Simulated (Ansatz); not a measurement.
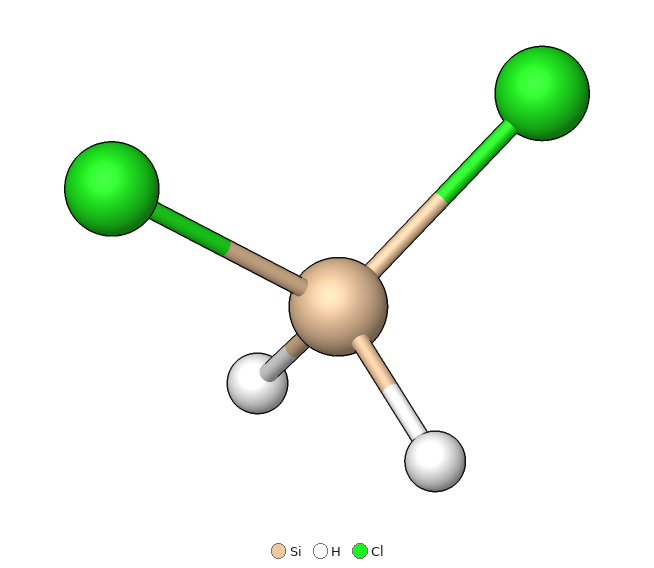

Sticks follow a distance rule. Harmonic vibrations computed with RKS PBE0-D4/def2-TZVP (Ansatz 0.2.0) at a stationary point of the same level.

**How many imaginary frequencies does it have?**

A minimum: no imaginary frequency, and the lowest mode lies at 185 cm⁻¹.

**How many vibrational modes are there, and where do they lie?**

9 modes: 185, 529, 592, 593, 706, 870, 950, 2273, 2286 cm⁻¹.
